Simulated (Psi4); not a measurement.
**SiHBr (SMILES [SiH]Br) at SCAN/def2-SVP (sweep point 8)**

Aim: the vertical ionisation energy of SiHBr at SCAN/def2-SVP (sweep point 8), from 2 runs. 

The calculation is run with Psi4 1.11.

2 further runs of the same task are left out: 2 for a known fault of the program.

**1. The molecule**

The species is SiHBr (3 atoms), meant as a singlet with charge 0. As SMILES, `[SiH]Br`. Geometry: relaxed at PBE0-D4/def2-TZVP.

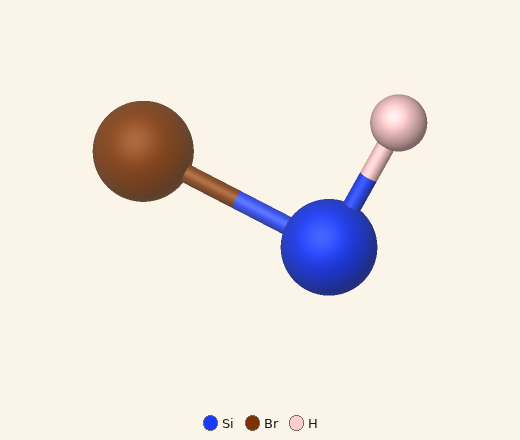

Viewed from a chosen angle; silicon blue, bromine brown, hydrogen pink.

**2. The energy at SCAN/def2-SVP (sweep point 8)**

brhsi.in

```
memory 1600 mb

molecule system {
  Si    -0.624700     0.521900    -0.296100
  Br     1.340900     0.401500     0.781400
  H     -0.727100    -0.988300    -0.498600
  symmetry c1
}

set {
  basis                def2-SVP
  reference            rks
  puream               true
  scf_type             pk
  dft_radial_points    99
  dft_spherical_points 590
}

e, wfn = energy('scan', return_wfn=True)
```

Run with:

```sh
$ psi4 -i brhsi.in -o brhsi.out -n 1
```

brhsi.out:

```text
[...]
  Running in c1 symmetry.
[...]
  Nuclear repulsion =  126.973584171130398
[...]
  Multiplicity = 1
[...]
  Nalpha       = 25
  Nbeta        = 25
[...]
    Number of basis functions: 55
[...]
   @RKS iter   1: -2863.68217237907720   -1.30350e+00   2.58578e-02 ADIIS/DIIS
[...]
   @RKS iter   9: -2864.02355683678206   -1.87356e-08   5.27510e-07 DIIS
[...]
    Orbital Energies [Eh]
    ---------------------
    Doubly Occupied:
       1A   -482.204518     2A    -65.891545     3A    -62.273885
       4A    -56.079504     5A    -56.078753     6A    -56.077649
       7A     -8.636733     8A     -6.440582     9A     -6.436354
      10A     -6.431681    11A     -5.257547    12A     -3.607496
      13A     -3.602605    14A     -3.596815    15A     -2.535927
      16A     -2.535209    17A     -2.531809    18A     -2.528562
      19A     -2.528054    20A     -0.748833    21A     -0.474658
      22A     -0.341935    23A     -0.303453    24A     -0.293627
      25A     -0.223687
[...]
  @RKS Final Energy: -2864.02355683678206
   => Energetics <=
    Nuclear Repulsion Energy =            126.9735841711303976
    One-Electron Energy =               -4236.8608968192465909
    Two-Electron Energy =                1358.6471195335843731
    DFT Exchange-Correlation Energy =    -112.7833637222507974
    Empirical Dispersion Energy =           0.0000000000000000
    VV10 Nonlocal Energy =                  0.0000000000000000
    Total Energy =                      -2864.0235568367820633
[...]
 Multipole Moments:
 ------------------------------------------------------------------------------------
     Multipole            Electronic (a.u.)      Nuclear  (a.u.)        Total (a.u.)
 ------------------------------------------------------------------------------------
 L = 1.  Multiply by 2.5417464519 to convert [e a0] to [Debye]
 Dipole X            :          6.5119470           -6.8355258           -0.3235788
 Dipole Y            :          1.0352131           -1.1682352           -0.1330221
 Dipole Z            :          0.0000000            0.0000000            0.0000000
 Magnitude           :                                                    0.3498545
[...]
```

It took 13 s on 1 thread of AMD EPYC 7R43 (Zen 3), shared host; peak memory 0.72 GiB.

**3. The doublet cation**

job.dat

```
memory 1600 mb

molecule {
  1 2
  Si    -0.624700     0.521900    -0.296100
  Br     1.340900     0.401500     0.781400
  H     -0.727100    -0.988300    -0.498600
  symmetry c1
}

set globals {
  basis def2-SVP
  reference uks
  puream true
  scf_type pk
  dft_radial_points 99
  dft_spherical_points 590
  maxiter 150
}

e_tot, wfn = energy("scan", return_wfn=True)
print_variables()
```

Run with:

```sh
$ psi4 job.dat job.out -n 1
```

job.out:

```text
[...]
  Running in c1 symmetry.
[...]
  Nuclear repulsion =  126.973584171130398
[...]
  Multiplicity = 2
[...]
  Nalpha       = 25
  Nbeta        = 24
[...]
    Number of basis functions: 55
[...]
   @UKS iter   1: -2863.34820639147847   -9.69535e-01   2.55602e-02 ADIIS/DIIS
[...]
   @UKS iter  11: -2863.68743618680037   -1.45160e-08   4.19212e-07 DIIS
[...]
   @S^2 Observed:                7.589826654E-01
[...]
    Orbital Energies [Eh]
    ---------------------
    Alpha Occupied:
       1A   -482.465263     2A    -66.196776     3A    -62.533795
       4A    -56.340435     5A    -56.338172     6A    -56.338125
       7A     -8.896160     8A     -6.701156     9A     -6.693392
      10A     -6.692704    11A     -5.559014    12A     -3.908935
      13A     -3.904269    14A     -3.901298    15A     -2.795705
      16A     -2.793729    17A     -2.793457    18A     -2.787448
      19A     -2.787425    20A     -1.001879    21A     -0.745257
      22A     -0.602337    23A     -0.551754    24A     -0.539757
      25A     -0.505849
    Alpha Virtual:
[...]
  @UKS Final Energy: -2863.68743618680037
   => Energetics <=
    Nuclear Repulsion Energy =            126.9735841711303976
    One-Electron Energy =               -4223.5802877590685966
    Two-Electron Energy =                1345.3948976046285679
    DFT Exchange-Correlation Energy =    -112.4756302034912068
    Empirical Dispersion Energy =           0.0000000000000000
    VV10 Nonlocal Energy =                  0.0000000000000000
    Total Energy =                      -2863.6874361868003689
[...]
 Multipole Moments:
 ------------------------------------------------------------------------------------
     Multipole            Electronic (a.u.)      Nuclear  (a.u.)        Total (a.u.)
 ------------------------------------------------------------------------------------
 L = 1.  Multiply by 2.5417464519 to convert [e a0] to [Debye]
 Dipole X            :          4.5537009           -6.8355258           -2.2818249
 Dipole Y            :          1.0972069           -1.1682352           -0.0710283
 Dipole Z            :         -0.0000000            0.0000000           -0.0000000
 Magnitude           :                                                    2.2829301
[...]
```

Wall time 23 s (1 thread of AMD EPYC 7R43 (Zen 3), shared host); peak memory 0.72 GiB.

**4. Outcome**

Level: SCAN/def2-SVP (sweep point 8).

| quantity | value |
| --- | --- |
| singlet SiHBr: total energy | -2864.02356 Eh |
| singlet SiHBr: dipole moment | 0.89 D |
| singlet SiHBr: HOMO energy | -6.09 eV |
| singlet SiHBr: LUMO energy | -3.84 eV |
| singlet SiHBr: HOMO–LUMO gap | 2.25 eV |
| doublet cation: total energy | -2863.68744 Eh |
| doublet cation: HOMO energy (highest over α and β) | -13.76 eV |
| doublet cation: LUMO energy (lowest over α and β) | -12.08 eV |
| doublet cation: ⟨S²⟩ | 0.759 |
| vertical ionisation energy (to the doublet cation) | 9.146 eV |

What this shows: Removing an electron at fixed nuclei costs 9.15 eV (211 kcal/mol). The negative HOMO energy of the first species, 6.09 eV, lies 3.06 eV below that difference.
